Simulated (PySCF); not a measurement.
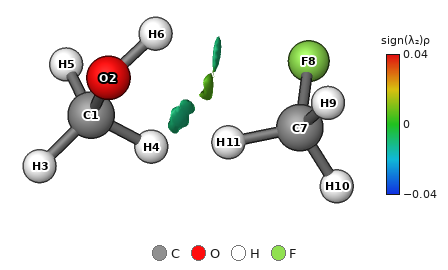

Figure 1: C₂H₇FO, SMILES `CO.CF`. Non-covalent interaction surfaces between the fragments (reduced density gradient s = 0.4, coloured by sign(λ₂)ρ in a.u.; trimmed to the region between the fragments where ρ is under 0.06 a.u.). Fragment A: H4CO (atoms 1–6); fragment B: H3CF.

Computed with PySCF, BP86/cc-pVDZ, geometry: GFN2-xTB.

The calculation's input:

```python
import numpy as np
from pyscf import gto, scf, dft
from pyscf.scf import atom_ks, atom_hf
from scipy.linalg import block_diag
from pyscf.dispersion import dftd3

def solve(mol, dm0=None, hcore=None):
    mf = (dft.UKS if mol.spin else dft.RKS)(mol, xc='bp86')
    mf.grids.level = 3
    mf = mf.density_fit(auxbasis='def2-universal-jkfit')
    mf.conv_tol, mf.max_cycle = 1e-8, 80
    if hcore is not None:
        mf.get_hcore = lambda *args: hcore
    mf.kernel(dm0)
    if not mf.converged:
        mf = mf.newton().run(mf.mo_coeff, mf.mo_occ, max_cycle=30)
    assert mf.converged, 'SCF not converged'
    return mf

mol = gto.M(atom='''
C      2.13519     0.11751     0.40186
O      1.25770    -0.34544    -0.59466
H      2.72592    -0.73948     0.72162
H      1.59090     0.51772     1.26387
H      2.80950     0.89041     0.01797
H      0.69810     0.38841    -0.87461
C     -1.87132    -0.53476     0.20943
F     -1.51017     0.75005    -0.09923
H     -2.71533    -0.80612    -0.42442
H     -2.15178    -0.55896     1.26255
H     -1.01065    -1.17546     0.01555
''', basis='cc-pvdz', charge=0, spin=0, verbose=4)
mol_a = gto.M(atom='''
C      2.13519     0.11751     0.40186
O      1.25770    -0.34544    -0.59466
H      2.72592    -0.73948     0.72162
H      1.59090     0.51772     1.26387
H      2.80950     0.89041     0.01797
H      0.69810     0.38841    -0.87461
ghost-C     -1.87132    -0.53476     0.20943
ghost-F     -1.51017     0.75005    -0.09923
ghost-H     -2.71533    -0.80612    -0.42442
ghost-H     -2.15178    -0.55896     1.26255
ghost-H     -1.01065    -1.17546     0.01555
''', basis='cc-pvdz', charge=0, spin=0, verbose=4)
mol_b = gto.M(atom='''
ghost-C      2.13519     0.11751     0.40186
ghost-O      1.25770    -0.34544    -0.59466
ghost-H      2.72592    -0.73948     0.72162
ghost-H      1.59090     0.51772     1.26387
ghost-H      2.80950     0.89041     0.01797
ghost-H      0.69810     0.38841    -0.87461
C     -1.87132    -0.53476     0.20943
F     -1.51017     0.75005    -0.09923
H     -2.71533    -0.80612    -0.42442
H     -2.15178    -0.55896     1.26255
H     -1.01065    -1.17546     0.01555
''', basis='cc-pvdz', charge=0, spin=0, verbose=4)
ab, a, b = solve(mol), solve(mol_a), solve(mol_b)
e_int = ab.e_tot - a.e_tot - b.e_tot
print('counterpoise-corrected interaction energy / kcal/mol', e_int * 627.5095)
def disp(atoms, charge):
    m = gto.M(atom=atoms, charge=charge, basis='sto-3g', spin=None, unit='Bohr', verbose=0)
    return dftd3.DFTD3Dispersion(m, xc='bp86', version='d3bj').get_dispersion()['energy']
e_disp = disp(mol._atom, mol.charge) - disp(mol._atom[:6], mol_a.charge) - disp(mol._atom[6:], mol_b.charge)
print('D3(BJ) part / kcal/mol', e_disp * 627.5095)
# spherically averaged free atoms, for the promolecule
atm = atom_ks.get_atm_nrks(mol, xc='bp86')
pro = block_diag(*[(atm[a[0]][2] * atm[a[0]][3]) @ atm[a[0]][2].T for a in mol._atom])
np.savez('result.npz', e_int=e_int, e_disp=e_disp, dm_a=a.make_rdm1(), dm_b=b.make_rdm1(), c=ab.mo_coeff, occ=ab.mo_occ, eps=ab.mo_energy, pro=pro, d=[f.dip_moment(verbose=0) for f in (ab, a, b)])
```

Command:

```sh
OMP_NUM_THREADS=1 python input.py
```

The run took 26 s on 1 thread of Arm Neoverse V1, on a shared host, peak memory 0.41 GiB.

Partitions, critical points and surface values were worked out afterwards from this run's density.

### Interpret the surfaces between the fragments.

Bond critical points between the fragments: O2···H11, weak C–H hydrogen bond, 2.49 Å, ρ = 0.010 a.u.; H6···F8, hydrogen bond, 2.37 Å, ρ = 0.010 a.u. All are weak and appear green, as weak hydrogen bonds do. Several contacts close a ring, whose ring point adds a part with positive λ₂ between them. The pose is a local one from a semi-empirical search, not shown to be the most stable.

### How strongly are they bound?

The counterpoise-corrected interaction energy of the frozen fragments is −0.9 kcal/mol without dispersion correction and −2.2 kcal/mol with D3(BJ). The pair geometry is semi-empirical, not a minimum at this level.
